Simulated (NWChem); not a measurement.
**GaHF (SMILES [F][GaH]): UM06-2X/aug-pcseg-0**

Aim: the electronic atomisation energy of GaHF at UM06-2X/aug-pcseg-0, from 4 runs. 

The results are computed with NWChem 7.3.0.

## Step 1: Starting point

GaHF has 3 atoms, charge 0, and is taken as a doublet. As SMILES, `[F][GaH]`. The coordinates come from a PBE0-D4/def2-TZVP relaxation.

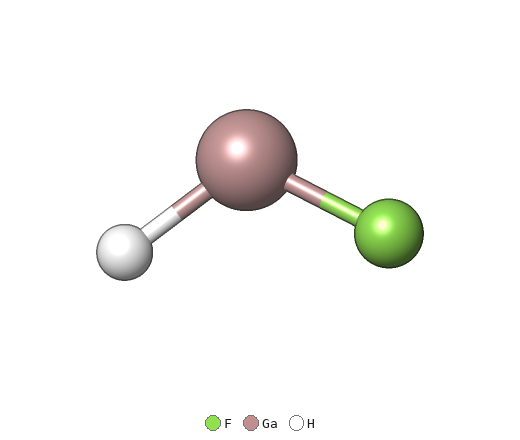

Viewed from a chosen angle; fluorine green, gallium pink, hydrogen white.

## Step 2: The energy at UM06-2X/aug-pcseg-0 (run 1)

Input file fgah.nw:

```
start fgah
title "FGaH M06-2X"
memory total 2200 mb
geometry units angstroms noautosym nocenter noautoz
   F     -1.252000     0.451400    -0.644800
   Ga     0.292400     0.469800     0.214100
   H      0.948600    -0.985900     0.417400
end
basis spherical bse
   F library aug-pcseg-0
   Ga library aug-pcseg-0
   H library aug-pcseg-0
end
dft
   xc m06-2x
   mult 2
   grid fine
   convergence energy 1e-08
   iterations 100
   mulliken
   print low
end
task dft
```

Run with:

```console
$ nwchem fgah.nw > fgah.out
```

Output:

```text
[...]
 d= 0,ls=0.0,diis     1  -2022.5542573932 -2.12D+03  1.41D-02  1.53D-01     0.7
[...]
 d= 0,ls=0.0,diis    13  -2022.6257170587 -3.88D-10  4.12D-07  3.94D-11     6.9
[...]
         Total DFT energy =    -2022.625717058675
      One electron energy =    -3009.882148581059
           Coulomb energy =      977.579737109977
    Exchange-Corr. energy =      -85.736449730733
 Nuclear repulsion energy =       95.413144143141
[...]
      Total Density - Mulliken Population Analysis
     ---------------------------------------------
    Atom       Charge   Shell Charges
 -----------   ------   -------------------------------------------------------
    1 F    9     9.52   1.99  1.01  0.97 -0.05  2.38  2.99  0.23
    2 Ga  31    30.46   2.00  2.00  1.99  0.81  0.72  0.05  5.99  5.69  0.54  0.67  0.01  9.98
    3 H    1     1.02   0.53  0.62 -0.13
[...]
      <S2> =      0.7551 (Exact =     0.7500)
[...]
```

Wall time 7.8 s (1 thread of Intel Xeon Platinum 8488C (Sapphire Rapids), shared host); peak memory 0.11 GiB.

## Step 3: The F atom at the same level (run 2)

Input file f.nw:

```
start f
memory total 2200 mb

geometry units angstroms noautosym nocenter noautoz
   F      0.000000     0.000000     0.000000
end

basis spherical bse
   F library aug-pcseg-0
end

dft
   xc m06-2x
   mult 2
   grid fine
   convergence energy 1e-08
   iterations 100
   mulliken
   noprint "final vectors analysis"
end

task dft energy
```

Run with:

```console
$ nwchem f.nw > f.out
```

Output:

```text
[...]
          Wavefunction type:  spin polarized.
          No. of atoms     :     1
          No. of electrons :     9
[...]
          Charge           :     0
          Spin multiplicity:     2
[...]
          AO basis - number of functions:    13
[...]
              XC Information
              --------------
                       M06-2X Method XC Functional
                     Hartree-Fock (Exact) Exchange  0.540
                        M06-2X Exchange Functional  1.000
                      M06-2X Correlation Potential  1.000
[...]
 d= 0,ls=0.0,diis     1    -99.4247270264 -9.94D+01  5.66D-03  2.47D-02     0.1
[...]
 d= 0,ls=0.0,diis     7    -99.4302004077 -6.14D-10  1.71D-07  1.63D-11     0.4
[...]
         Total DFT energy =      -99.430200407687
      One electron energy =     -138.405880325615
           Coulomb energy =       49.223026380480
    Exchange-Corr. energy =      -10.247346462552
 Nuclear repulsion energy =        0.000000000000
[...]
      Total Density - Mulliken Population Analysis
     ---------------------------------------------
    Atom       Charge   Shell Charges
 -----------   ------   -------------------------------------------------------
    1 F    9     9.00   1.99  1.09  0.91  0.01  2.32  2.49  0.19
     --------------------------------------------
      Spin Density - Mulliken Population Analysis
     --------------------------------------------
    Atom       Charge   Shell Charges
 -----------   ------   -------------------------------------------------------
    1 F    9     1.00  -0.00  0.01 -0.01 -0.01  0.51  0.49  0.00
[...]
      <S2> =      0.7510 (Exact =     0.7500)
[...]
```

Run time: 0.99 s. Hardware: 1 thread of Intel Xeon Platinum 8488C (Sapphire Rapids), shared host; peak memory 0.1 GiB.

Run 3 isn't shown in full; the table further down has it.

## Step 4: The H atom, same level (run 4)

Input file h.nw:

```
start h
memory stack 880 mb heap 220 mb global 1100 mb

geometry noautosym nocenter noautoz
  H     0.000000    0.000000    0.000000
end

basis spherical bse
  * library aug-pcseg-0
end

dft
  xc m06-2x
  mult 2
  grid fine
  convergence energy 1e-08
  maxiter 100
  mulliken
  noprint "final vectors analysis"
end

task dft energy
```

Run the same way, it converges to -0.49541 Eh (log not shown).

## Step 5: The series

```
run  partner   energy (Eh)   ⟨S²⟩  wall time
  1     base  -2022.625717  0.755      7.8 s
  2    atoms    -99.430200  0.751     0.99 s
  3    atoms  -1922.444862  0.750        3 s
  4    atoms     -0.495415  0.750     0.76 s
```

## Step 6: What came out

At UM06-2X/aug-pcseg-0:

```
                     quantity        value
         H atom: total energy  -0.49541 Eh
                 H atom: ⟨S²⟩        0.750
electronic atomisation energy     6.945 eV
```

Taking the molecule apart into free atoms costs 6.95 eV (160 kcal/mol), before zero-point energy and without spin-orbit coupling. The basis has no polarisation functions, which makes bonds too weak. All runs together took 13 s, the longest 7.8 s.
